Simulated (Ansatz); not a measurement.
Input

```
crystal:
  periodic: [false, false, false]
  atoms:
    - {symbol: Si, position_ang: [0.514506, 0.643702, 0.479282]}
    - {symbol: C, position_ang: [0.960640, 0.166030, 2.235556]}
    - {symbol: C, position_ang: [2.203694, 0.233812, 2.738962]}
    - {symbol: H, position_ang: [0.152382, -0.137039, 2.918927]}
    - {symbol: H, position_ang: [3.059085, 0.540835, 2.123878]}
    - {symbol: H, position_ang: [2.427360, -0.014160, 3.784256]}
    - {symbol: C, position_ang: [2.075437, 1.013902, -0.493565]}
    - {symbol: C, position_ang: [2.256511, 2.107863, -1.252047]}
    - {symbol: H, position_ang: [2.878054, 0.259428, -0.489197]}
    - {symbol: H, position_ang: [1.492919, 2.893725, -1.318644]}
    - {symbol: H, position_ang: [3.164310, 2.268729, -1.847665]}
    - {symbol: C, position_ang: [-0.543740, 2.197463, 0.518992]}
    - {symbol: C, position_ang: [-1.862102, 2.191169, 0.263629]}
    - {symbol: H, position_ang: [-0.080133, 3.154671, 0.803332]}
    - {symbol: H, position_ang: [-2.378298, 1.264460, -0.020511]}
    - {symbol: H, position_ang: [-2.480259, 3.096008, 0.322751]}
    - {symbol: N, position_ang: [-0.364241, -0.674487, -0.248389]}
    - {symbol: C, position_ang: [-0.722748, -0.605694, -1.660828]}
    - {symbol: C, position_ang: [0.175478, -1.445294, -2.567239]}
    - {symbol: C, position_ang: [-0.802905, -1.866388, 0.462521]}
    - {symbol: C, position_ang: [-2.238009, -1.779145, 0.981214]}
    - {symbol: H, position_ang: [-0.679169, 0.449458, -1.986301]}
    - {symbol: H, position_ang: [-1.780434, -0.910602, -1.795967]}
    - {symbol: H, position_ang: [1.217449, -1.093760, -2.506520]}
    - {symbol: H, position_ang: [0.158864, -2.508862, -2.279812]}
    - {symbol: H, position_ang: [-0.152092, -1.378875, -3.617754]}
    - {symbol: H, position_ang: [-0.702602, -2.747314, -0.200676]}
    - {symbol: H, position_ang: [-0.118433, -2.057708, 1.306997]}
    - {symbol: H, position_ang: [-2.339576, -0.959390, 1.711284]}
    - {symbol: H, position_ang: [-2.948485, -1.584776, 0.161077]}
    - {symbol: H, position_ang: [-2.543443, -2.717762, 1.472437]}
basis:
  gaussian: {orbitals: def2-TZVP, fitting: {mean_field: def2-universal-jkfit}, initial_orbitals: start.molden}
hamiltonian: {xc: pbe0, dispersion: d4}
scf: {omitted_lower_state_checks: [starts]}
output: {orbitals: {seedname: orbitals}}
```

Launched as:

```sh
ansatz run in.yaml --threads 2 --pin off --events-out ev --progress --plain --max-ram 20480MiB --backend cuda --devices 0, --max-vram 18GiB
```

Geometry: r2SCAN-D4/def2-SVP.

Computed with RKS PBE0-D4/def2-TZVP in Ansatz 0.2.0.

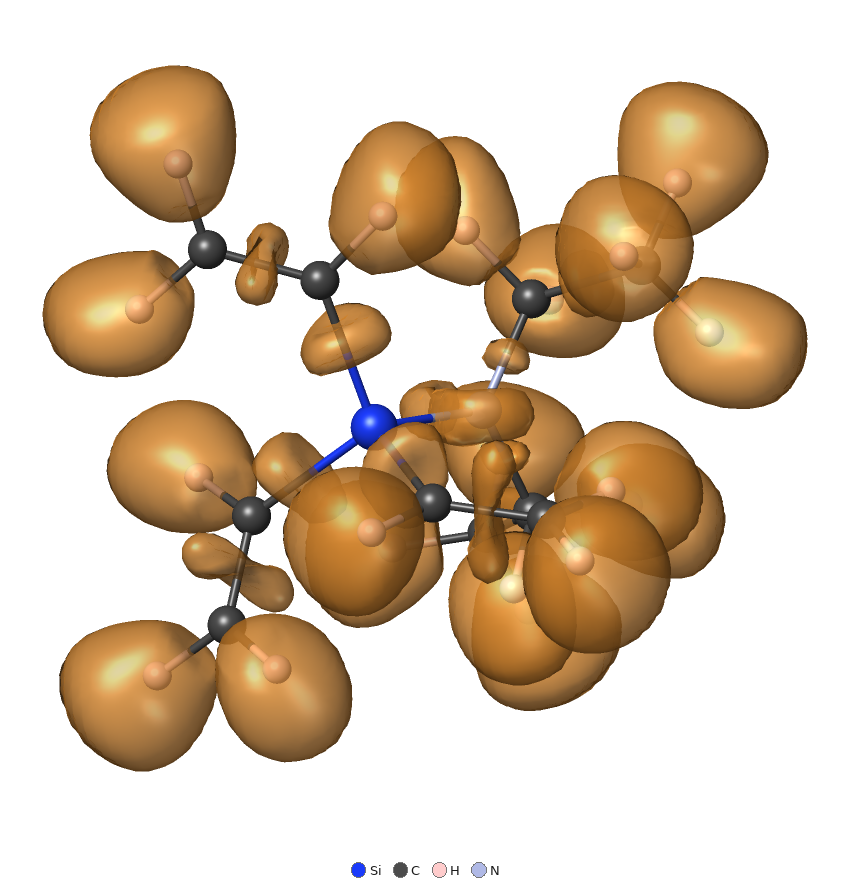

C10H19NSi. Isosurface of the electron localisation function at 0.85 (orange), seen at a tilt. Only the valence region is drawn (cores and ρ < 0.01 e/Å³ removed).

Where are the electrons localised?

The surface consists of five regions between bonded C–C atoms (shared pairs), two regions between bonded C–N atoms (shared pairs), three regions between bonded C–Si atoms (shared pairs), one region between bonded N–Si atoms (shared pairs) and 19 regions around hydrogen nuclei.

Values along the shortest contacts:
C–C (1.34 Å): the ELF peaks at about 0.95 between the atoms: a multiple bond. C–N (1.46 Å): the ELF peaks at about 0.90 between the atoms; a covalent bond.
